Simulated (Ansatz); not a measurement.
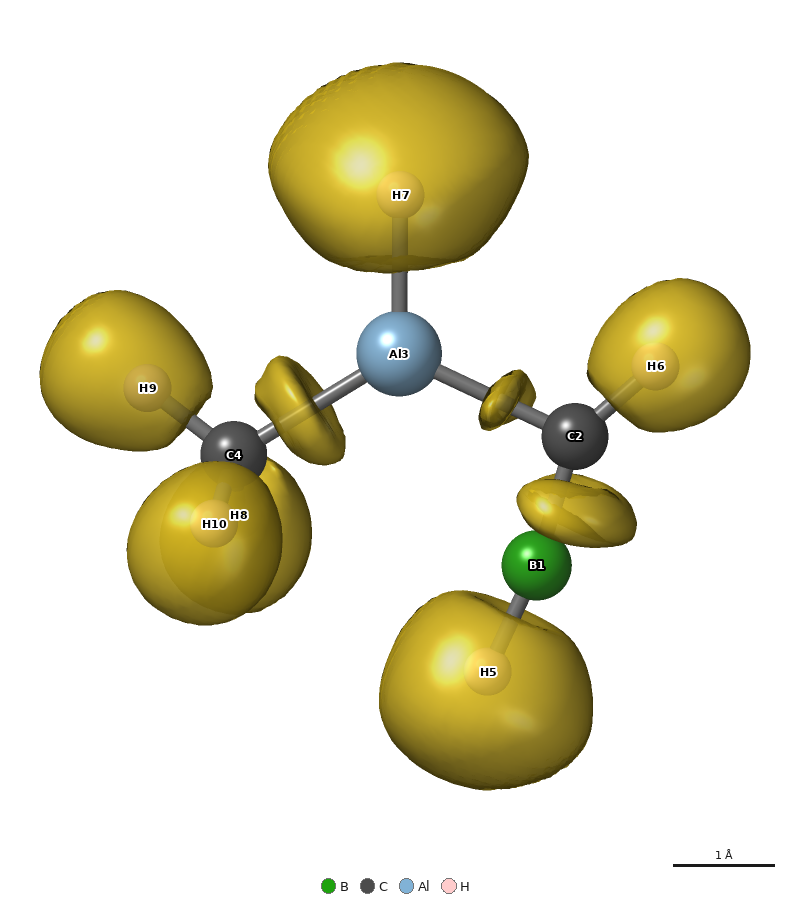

*C2H6AlB. Isosurface of the ELF at 0.85 (yellow), seen across its widest extent. Only the valence region is drawn (cores and ρ < 0.01 e/Å³ removed).*

Geometry: PBE0-D4/def2-TZVP.

Level of theory: Ansatz 0.2.0, RKS PBE0-D4/def2-TZVPP.

```xyz
10

B    -1.5888   -0.9437   -0.4407
C    -1.2490   -1.1228    0.8530
Al    0.3681   -0.0249    0.8652
C     1.0442    0.9355   -0.6996
H    -1.7463   -0.6899   -1.5778
H    -1.4784   -1.5806    1.7995
H     1.1080    0.0308    2.2688
H     1.2693    0.2537   -1.5256
H     1.9598    1.4846   -0.4658
H     0.3130    1.6573   -1.0770
```

**What do the ELF domains correspond to?**

The surface consists of two regions between bonded Al–C atoms (shared pairs), one region between bonded B–C atoms (shared pairs) and six regions around hydrogen nuclei. Along the contacts the grid gives the following. C–B (1.35 Å): the ELF peaks at about 0.90 between the atoms: a covalent bond. C–Al (1.95 Å): the ELF peaks at about 0.90 between the atoms; a polar covalent bond.
